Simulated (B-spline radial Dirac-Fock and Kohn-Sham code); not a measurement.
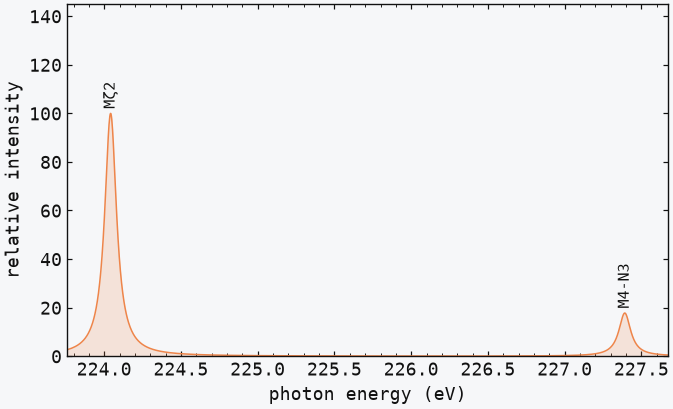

**Figure.** X-ray emission lines that fill an M4 (3d3/2) hole, broadened by a Lorentzian of 0.094 eV full width. Multiplet splitting by the open shell is left out. The figure is for Tc⁶⁺, configuration [Kr] 4d1, inside a Watson sphere of charge −6 and radius 1.8 Å that stands in for a crystal. Method: independent-particle rates on relativistic LDA orbitals of the hole state (multipoles to L = 3), energies from Dirac–Fock ΔSCF (computed with a radial B-spline solver).

The strongest line is M4-N2 (Mζ2) at 224.0 eV with 84.9 % of the photons, then M4-N3 at 227.4 eV (15 %). The hole has a width of 0.0625 eV and a fluorescence yield of 9.18 × 10⁻⁴.
